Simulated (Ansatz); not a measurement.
**Geometry relaxation, with input and output: ZrNH₆O₃F (part 1 of 3)**

System: ZrNH₆O₃F.
Method: RKS B3LYP/def2-SVP (Ansatz 0.2.0).

It belongs to a series of runs on one base structure; here: end point B relaxed.

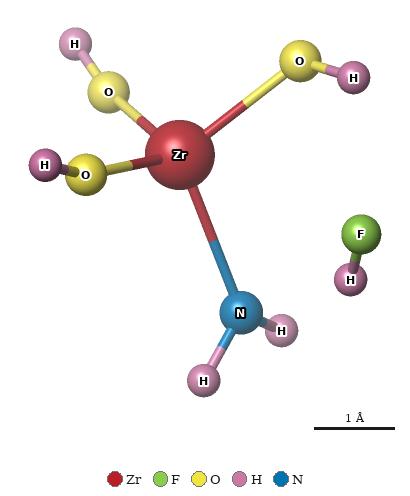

Fig. 1: The input geometry (ball-and-stick view, seen at a tilt). Sticks mark near contacts. Bond lengths as drawn: F–H 0.93 Å, H–N 1.02 Å, H–O 0.96 to 0.97 Å, N–Zr 2.17 Å and O–Zr 1.93 to 1.95 Å.

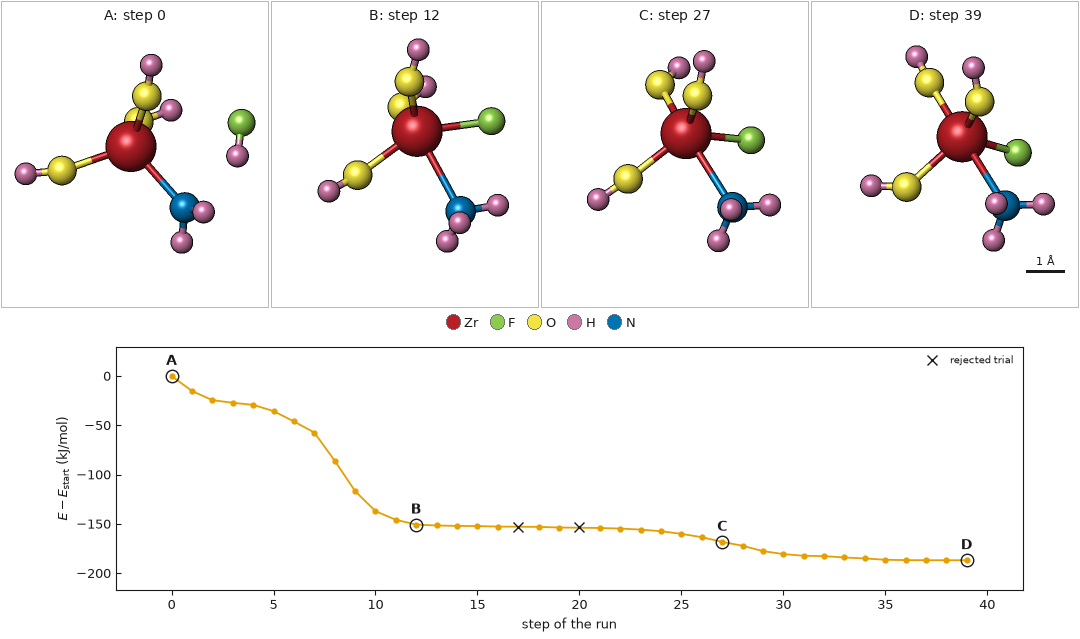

Fig. 2: Frames of the relaxation (ball-and-stick view, seen at a tilt) above the curves, on which the letters mark them (the first geometry is step 0 here and step 1 in the log).

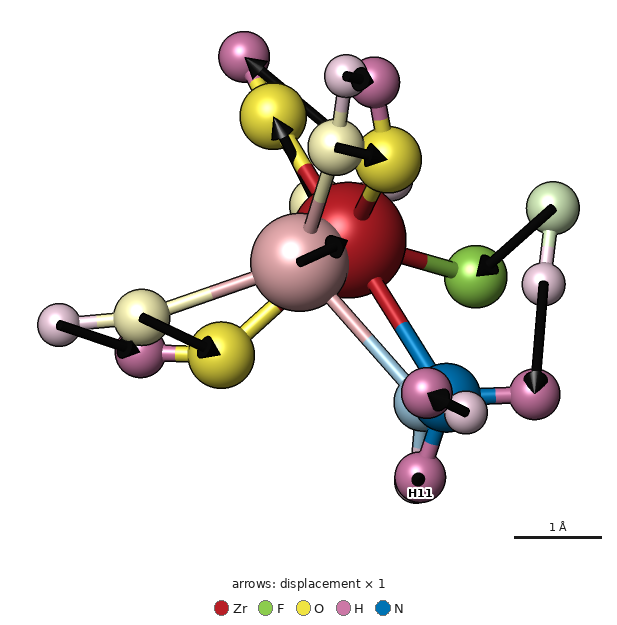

Fig. 3: Start (faint) and end (solid) with the displacements as black arrows, at true length (ball-and-stick view, seen at a tilt). The two geometries are laid on each other by the best rigid fit. The atom that moves furthest after the best rigid fit is H8 (2.21 Å). By element the largest moves are H 2.21 Å, F 1.36 Å, O 1.19 Å, Zr 0.82 Å, N 0.45 Å. Among the contacts that change: F2–H12 0.934 → 2.794 Å, Zr1–F2 3.183 → 1.954 Å, N9–H12 2.243 → 1.022 Å, Zr1–N9 2.175 → 2.464 Å. New bonds form: N9–H12 (2.24 → 1.02 Å), Zr1–F2 (3.18 → 1.95 Å). Bonds break: F2–H12 (0.93 → 2.79 Å). Among the angles that change: O7–Zr1–N9 108.4° → 178.8°, Zr1–O7–H8 122.7° → 172.2°, O5–Zr1–N9 111.4° → 79.3°. The energy falls by 186.9 kJ/mol in 39 geometry steps. The largest force component goes from 1.1 to 0.018 eV/Å. The line search rejected the trial steps at points 17, 20 (counted from 0) and went back. (Atoms are counted from 1 in the order of the input.)

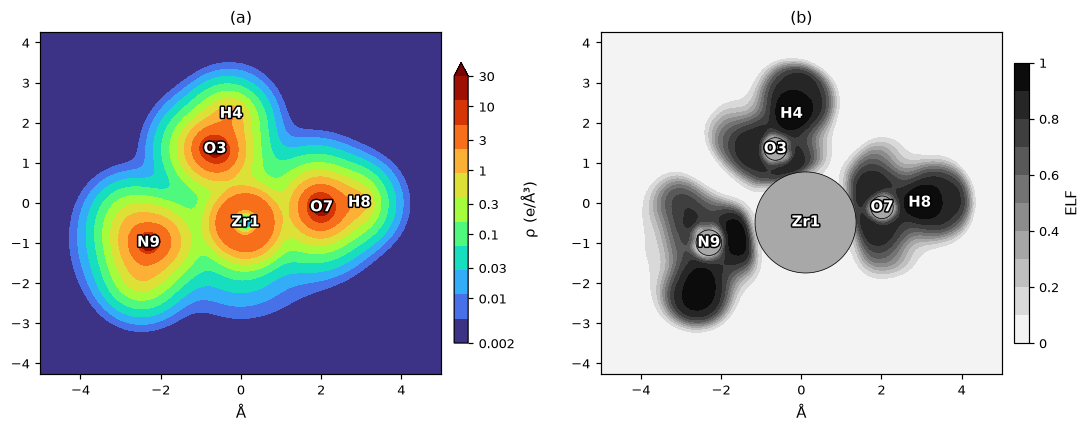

Fig. 4: (a) total electron density; (b) ELF on the plane of atoms O3, Zr1 and N9. Grey discs, where drawn, cover atomic cores. Zr–N (2.46 Å): ρ is about 0.31 e/Å³ halfway; the ELF peaks at about 0.95 in the valence shell of N, 0.7 Å from its nucleus, and is about 0.15 at the midpoint, as expected for ionic bonding with no shared pair.

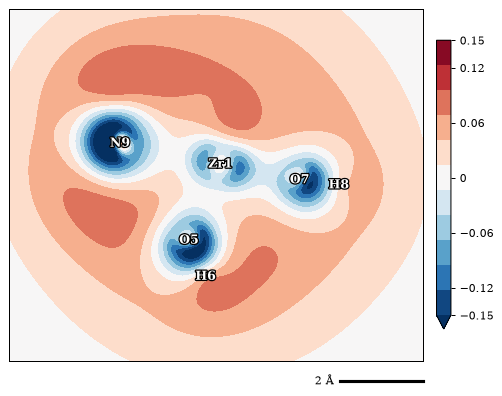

Fig. 5: One frontier orbital on the plane of atoms O5, Zr1 and O7 (values in Å⁻³ᐟ²; the overall sign is arbitrary). The LUMO, at −0.10 eV. It is spread over the whole molecule.

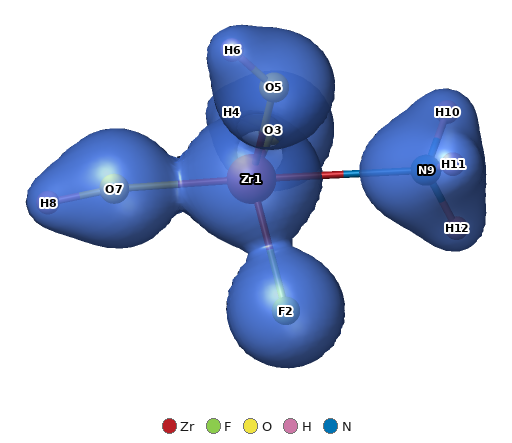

Fig. 6: Isosurface of the total electron density at 0.6 e/Å³ (blue), seen from the side. At this value the surface falls into two separate pieces. It is pinched off along the Zr–N (2.46 Å) contacts. On the grid the lowest density along these lines, outside the cores, is 0.8 e/Å³ (Zr–O, 1.94 Å), 0.78 e/Å³ (Zr–F, 1.95 Å), 0.31 e/Å³ (Zr–N, 2.46 Å) and 2.4 e/Å³ (O–H, 0.96 Å).

The input that produced these results follows, with the program's output.

Input
```yaml
crystal:
  periodic: [false, false, false]
  atoms:
    - { symbol: Zr, position_ang: [0.09787, 0.511301, -0.369959] }
    - { symbol: F, position_ang: [0.806351, -0.82418, 2.431331] }
    - { symbol: O, position_ang: [1.637307, -0.463162, -1.015745] }
    - { symbol: H, position_ang: [2.225191, -1.134048, -1.371054] }
    - { symbol: O, position_ang: [-0.858365, 1.427585, -1.779099] }
    - { symbol: H, position_ang: [-1.420423, 1.642465, -2.525942] }
    - { symbol: O, position_ang: [-1.228402, -0.628865, 0.503041] }
    - { symbol: H, position_ang: [-1.033216, -1.139913, 1.302051] }
    - { symbol: "N", position_ang: [0.874159, 1.911904, 1.101619] }
    - { symbol: H, position_ang: [1.858488, 2.183917, 1.123365] }
    - { symbol: H, position_ang: [0.333469, 2.68489, 1.48891] }
    - { symbol: H, position_ang: [0.872771, 0.107904, 2.433982] }
basis:
  gaussian: { orbitals: def2-SVP }
hamiltonian:
  xc: b3lyp
relax:
  f_tol: 0.03
  max_steps: 50
output:
  orbitals: {}
```

Launched with:
```bash
ansatz run input.yaml --threads 4 --pin off --max-ram 5120MiB --backend cpu --events-out ev --progress --plain --runs-dir out
```

The program's output
```
The last accepted step is kept in [file] (removed where the run ends without a failure and the disk answers)
Engine: ansatz 0.2.0, aarch64-unknown-linux-gnu
Functional definition: B3LYP
  parameter a0 = 0.2
  parameter ax = 0.72
  parameter ac = 0.81
  exchange = (1 - a0 - ax)*slater_x + ax*b88_x + a0*exact_x
  correlation = (1 - ac)*vwn_rpa_c + ac*lyp_c
1399 factors; integrals over basis functions are off by at most 3.7e-4 eV
mean field evaluation 1: about -11702.2327 eV, gradient 1.1e2 eV
mean field evaluation 2: about -11607.5129 eV, gradient 2.4e2 eV
mean field evaluation 4: about -11724.7651 eV, gradient 1.2e1 eV
mean field evaluation 8: about -11725.0972 eV, gradient 3.7e-1 eV
mean field evaluation 16: about -11725.0975 eV, gradient 1.3e-5 eV
mean field -11725.09746574 eV, -430.8893843095 hartree, gradient 1.4e-5 eV, S^2 0.000000; 0 other end points of the search recorded, 0 dependent functions left out
the calculation of the forces begins
reference -11725.09784377 eV, -430.8893982018 hartree; 29, 29 occupied and 102, 102 virtual orbitals, 1399 factors
relax step   1: F+E_penalty+E_count = -11725.09746574 eV  Δ(F+E_penalty+E_count) = +0.000e0 eV  max|allowed force component| = 1.103e0 eV/Å  Δτ_max = 0.0000 Å  (29 SCF iters, accepted)
these checks for a lower state are left out or cut short: starts, cluster_reference, orbital_swaps, neighbouring_geometries, increment
1399 factors; integrals over basis functions are off by at most 3.8e-4 eV
mean field -11725.25553352 eV, -430.8951931934 hartree, gradient 2.0e-5 eV, S^2 0.000000; 0 other end points of the search recorded, 0 dependent functions left out
[... from here on the field's lines of each further geometry are left out, up to the last ...]
relax step   2: F+E_penalty+E_count = -11725.25553352 eV  Δ(F+E_penalty+E_count) = -1.581e-1 eV  max|allowed force component| = 5.604e-1 eV/Å  Δτ_max = 0.1996 Å  (31 SCF iters, accepted)
relax step   3: F+E_penalty+E_count = -11725.35171723 eV  Δ(F+E_penalty+E_count) = -9.618e-2 eV  max|allowed force component| = 6.276e-1 eV/Å  Δτ_max = 0.1926 Å  (31 SCF iters, accepted)
relax step   4: F+E_penalty+E_count = -11725.37892357 eV  Δ(F+E_penalty+E_count) = -2.721e-2 eV  max|allowed force component| = 3.017e-1 eV/Å  Δτ_max = 0.0756 Å  (31 SCF iters, accepted)
relax step   5: F+E_penalty+E_count = -11725.40102186 eV  Δ(F+E_penalty+E_count) = -2.210e-2 eV  max|allowed force component| = 1.354e-1 eV/Å  Δτ_max = 0.0933 Å  (32 SCF iters, accepted)
relax step   6: F+E_penalty+E_count = -11725.46659437 eV  Δ(F+E_penalty+E_count) = -6.557e-2 eV  max|allowed force component| = 4.503e-1 eV/Å  Δτ_max = 0.1950 Å  (30 SCF iters, accepted)
relax step   7: F+E_penalty+E_count = -11725.57562627 eV  Δ(F+E_penalty+E_count) = -1.090e-1 eV  max|allowed force component| = 9.597e-1 eV/Å  Δτ_max = 0.1932 Å  (30 SCF iters, accepted)
relax step   8: F+E_penalty+E_count = -11725.69205443 eV  Δ(F+E_penalty+E_count) = -1.164e-1 eV  max|allowed force component| = 2.372e0 eV/Å  Δτ_max = 0.1981 Å  (37 SCF iters, accepted)
relax step   9: F+E_penalty+E_count = -11725.98818791 eV  Δ(F+E_penalty+E_count) = -2.961e-1 eV  max|allowed force component| = 2.624e0 eV/Å  Δτ_max = 0.1948 Å  (38 SCF iters, accepted)
relax step  10: F+E_penalty+E_count = -11726.30746139 eV  Δ(F+E_penalty+E_count) = -3.193e-1 eV  max|allowed force component| = 1.873e0 eV/Å  Δτ_max = 0.1945 Å  (30 SCF iters, accepted)
relax step  11: F+E_penalty+E_count = -11726.51876548 eV  Δ(F+E_penalty+E_count) = -2.113e-1 eV  max|allowed force component| = 9.675e-1 eV/Å  Δτ_max = 0.2000 Å  (30 SCF iters, accepted)
relax step  12: F+E_penalty+E_count = -11726.60895344 eV  Δ(F+E_penalty+E_count) = -9.019e-2 eV  max|allowed force component| = 7.806e-1 eV/Å  Δτ_max = 0.1914 Å  (30 SCF iters, accepted)
relax step  13: F+E_penalty+E_count = -11726.65982310 eV  Δ(F+E_penalty+E_count) = -5.087e-2 eV  max|allowed force component| = 3.685e-1 eV/Å  Δτ_max = 0.2000 Å  (30 SCF iters, accepted)
relax step  14: F+E_penalty+E_count = -11726.66880147 eV  Δ(F+E_penalty+E_count) = -8.978e-3 eV  max|allowed force component| = 2.215e-1 eV/Å  Δτ_max = 0.0937 Å  (32 SCF iters, accepted)
relax step  15: F+E_penalty+E_count = -11726.67347895 eV  Δ(F+E_penalty+E_count) = -4.677e-3 eV  max|allowed force component| = 1.677e-1 eV/Å  Δτ_max = 0.0383 Å  (33 SCF iters, accepted)
relax step  16: F+E_penalty+E_count = -11726.67497075 eV  Δ(F+E_penalty+E_count) = -1.492e-3 eV  max|allowed force component| = 6.579e-2 eV/Å  Δτ_max = 0.0295 Å  (32 SCF iters, accepted)
relax step  17: F+E_penalty+E_count = -11726.68049277 eV  Δ(F+E_penalty+E_count) = -5.522e-3 eV  max|allowed force component| = 2.538e-1 eV/Å  Δτ_max = 0.2000 Å  (30 SCF iters, accepted)
relax step  18: F+E_penalty+E_count = -11726.68009302 eV  Δ(F+E_penalty+E_count) = +3.998e-4 eV  max|allowed force component| = 3.388e-1 eV/Å  Δτ_max = 0.1523 Å  (30 SCF iters, rejected (line search))
relax step  19: F+E_penalty+E_count = -11726.68355743 eV  Δ(F+E_penalty+E_count) = -3.065e-3 eV  max|allowed force component| = 1.519e-1 eV/Å  Δτ_max = 0.0738 Å  (31 SCF iters, accepted)
relax step  20: F+E_penalty+E_count = -11726.69023938 eV  Δ(F+E_penalty+E_count) = -6.682e-3 eV  max|allowed force component| = 6.919e-2 eV/Å  Δτ_max = 0.0999 Å  (30 SCF iters, accepted)
relax step  21: F+E_penalty+E_count = -11726.68948128 eV  Δ(F+E_penalty+E_count) = +7.581e-4 eV  max|allowed force component| = 6.167e-1 eV/Å  Δτ_max = 0.1464 Å  (29 SCF iters, rejected (line search))
relax step  22: F+E_penalty+E_count = -11726.69499406 eV  Δ(F+E_penalty+E_count) = -4.755e-3 eV  max|allowed force component| = 5.569e-2 eV/Å  Δτ_max = 0.0732 Å  (31 SCF iters, accepted)
relax step  23: F+E_penalty+E_count = -11726.70132005 eV  Δ(F+E_penalty+E_count) = -6.326e-3 eV  max|allowed force component| = 7.180e-2 eV/Å  Δτ_max = 0.0744 Å  (31 SCF iters, accepted)
relax step  24: F+E_penalty+E_count = -11726.71198987 eV  Δ(F+E_penalty+E_count) = -1.067e-2 eV  max|allowed force component| = 1.518e-1 eV/Å  Δτ_max = 0.1097 Å  (30 SCF iters, accepted)
relax step  25: F+E_penalty+E_count = -11726.72926233 eV  Δ(F+E_penalty+E_count) = -1.727e-2 eV  max|allowed force component| = 3.195e-1 eV/Å  Δτ_max = 0.1668 Å  (30 SCF iters, accepted)
relax step  26: F+E_penalty+E_count = -11726.75696317 eV  Δ(F+E_penalty+E_count) = -2.770e-2 eV  max|allowed force component| = 5.606e-1 eV/Å  Δτ_max = 0.1957 Å  (30 SCF iters, accepted)
relax step  27: F+E_penalty+E_count = -11726.79196981 eV  Δ(F+E_penalty+E_count) = -3.501e-2 eV  max|allowed force component| = 6.564e-1 eV/Å  Δτ_max = 0.1930 Å  (30 SCF iters, accepted)
relax step  28: F+E_penalty+E_count = -11726.84112785 eV  Δ(F+E_penalty+E_count) = -4.916e-2 eV  max|allowed force component| = 6.791e-1 eV/Å  Δτ_max = 0.1969 Å  (30 SCF iters, accepted)
relax step  29: F+E_penalty+E_count = -11726.88213266 eV  Δ(F+E_penalty+E_count) = -4.100e-2 eV  max|allowed force component| = 5.829e-1 eV/Å  Δτ_max = 0.1256 Å  (30 SCF iters, accepted)
relax step  30: F+E_penalty+E_count = -11726.93816957 eV  Δ(F+E_penalty+E_count) = -5.604e-2 eV  max|allowed force component| = 3.298e-1 eV/Å  Δτ_max = 0.2000 Å  (30 SCF iters, accepted)
relax step  31: F+E_penalty+E_count = -11726.96946980 eV  Δ(F+E_penalty+E_count) = -3.130e-2 eV  max|allowed force component| = 5.503e-1 eV/Å  Δτ_max = 0.1933 Å  (30 SCF iters, accepted)
relax step  32: F+E_penalty+E_count = -11726.98727532 eV  Δ(F+E_penalty+E_count) = -1.781e-2 eV  max|allowed force component| = 2.448e-1 eV/Å  Δτ_max = 0.0924 Å  (31 SCF iters, accepted)
relax step  33: F+E_penalty+E_count = -11726.99076867 eV  Δ(F+E_penalty+E_count) = -3.493e-3 eV  max|allowed force component| = 2.957e-1 eV/Å  Δτ_max = 0.0614 Å  (31 SCF iters, accepted)
relax step  34: F+E_penalty+E_count = -11727.00531499 eV  Δ(F+E_penalty+E_count) = -1.455e-2 eV  max|allowed force component| = 1.643e-1 eV/Å  Δτ_max = 0.1649 Å  (29 SCF iters, accepted)
relax step  35: F+E_penalty+E_count = -11727.01538114 eV  Δ(F+E_penalty+E_count) = -1.007e-2 eV  max|allowed force component| = 1.615e-1 eV/Å  Δτ_max = 0.0781 Å  (31 SCF iters, accepted)
relax step  36: F+E_penalty+E_count = -11727.02933795 eV  Δ(F+E_penalty+E_count) = -1.396e-2 eV  max|allowed force component| = 7.396e-2 eV/Å  Δτ_max = 0.2000 Å  (30 SCF iters, accepted)
relax step  37: F+E_penalty+E_count = -11727.03276836 eV  Δ(F+E_penalty+E_count) = -3.430e-3 eV  max|allowed force component| = 4.319e-2 eV/Å  Δτ_max = 0.0760 Å  (31 SCF iters, accepted)
relax step  38: F+E_penalty+E_count = -11727.03388496 eV  Δ(F+E_penalty+E_count) = -1.117e-3 eV  max|allowed force component| = 2.771e-2 eV/Å  Δτ_max = 0.0421 Å  (33 SCF iters, accepted)
relax step  39: F+E_penalty+E_count = -11727.03406696 eV  Δ(F+E_penalty+E_count) = -1.820e-4 eV  max|allowed force component| = 4.196e-2 eV/Å  Δτ_max = 0.0355 Å  (32 SCF iters, accepted)
the calculation of the forces begins
reference -11727.03452881 eV, -430.9605700641 hartree; 29, 29 occupied and 102, 102 virtual orbitals, 1398 factors
relax step  40: F+E_penalty+E_count = -11727.03415506 eV  Δ(F+E_penalty+E_count) = -8.810e-5 eV  max|allowed force component| = 1.813e-2 eV/Å  Δτ_max = 0.0107 Å  (25 SCF iters, accepted)
1398 factors; integrals over basis functions are off by at most 1.2e-3 eV
mean field -11727.03415506 eV, -430.9605563294 hartree, gradient 2.1e-5 eV, S^2 0.000000; 1 other end points of the search recorded, 0 dependent functions left out
the calculation of the forces begins
reference -11727.03452881 eV, -430.9605700641 hartree; 29, 29 occupied and 102, 102 virtual orbitals, 1398 factors
Total energy: -11727.03452881 eV, -430.9605700641 hartree
Atom 0 at    -0.025411     0.038564     0.329603 Å, force    -0.007385    -0.010274     0.017717 eV/Å
Atom 1 at    -0.230978    -0.028643     2.271916 Å, force     0.002146     0.000376    -0.011701 eV/Å
Atom 2 at     1.731662    -0.498335    -0.412985 Å, force     0.005157    -0.002660    -0.006128 eV/Å
Atom 3 at     2.020254    -1.260440    -0.925520 Å, force    -0.005251     0.007773     0.006116 eV/Å
Atom 4 at    -0.934120     1.524258    -0.615562 Å, force    -0.014444     0.001655    -0.018127 eV/Å
Atom 5 at    -1.657402     1.546047    -1.250844 Å, force     0.012434     0.000175     0.013166 eV/Å
Atom 6 at    -1.128934    -1.473595    -0.187516 Å, force    -0.007484    -0.006798    -0.002294 eV/Å
Atom 7 at    -1.699221    -2.233159    -0.314790 Å, force     0.009360     0.010961     0.002000 eV/Å
Atom 8 at     1.363568     1.948021     1.035436 Å, force     0.008021     0.016090    -0.005881 eV/Å
Atom 9 at     2.049535     2.164793     0.309504 Å, force    -0.006306    -0.001819     0.012382 eV/Å
Atom 10 at     0.798283     2.786552     1.183956 Å, force     0.005126    -0.015967    -0.004385 eV/Å
Atom 11 at     1.877964     1.765734     1.899302 Å, force    -0.001373     0.000488    -0.002864 eV/Å
Dipole moment:     0.221848     0.248275    -0.304353 e Å
```

Trajectory as extended XYZ (Å, eV, eV/Å), 40 frames, from step=1 to step=40
```
12
Properties=species:S:1:pos:R:3:forces:R:3 step=1 energy=-11725.09747
Zr    0.0979    0.5113   -0.3700    0.3970   0.6698   0.6157
F     0.8064   -0.8242    2.4313   -0.0107  -0.3685   0.0569
O     1.6373   -0.4632   -1.0157    0.0030  -0.0245  -0.0196
H     2.2252   -1.1340   -1.3711   -0.0252   0.0403   0.0294
O    -0.8584    1.4276   -1.7791   -0.0321  -0.0434  -0.0100
H    -1.4204    1.6425   -2.5259    0.0354   0.0351   0.0168
O    -1.2284   -0.6289    0.5030   -0.0124   0.0155   0.0250
H    -1.0332   -1.1399    1.3021   -0.0030   0.0051  -0.0102
N     0.8742    1.9119    1.1016   -0.3493  -1.1032  -0.4437
H     1.8585    2.1839    1.1234   -0.0291   0.0035   0.0086
H     0.3335    2.6849    1.4889   -0.0198   0.0232   0.0295
H     0.8728    0.1079    2.4340    0.0462   0.7471  -0.2983
```
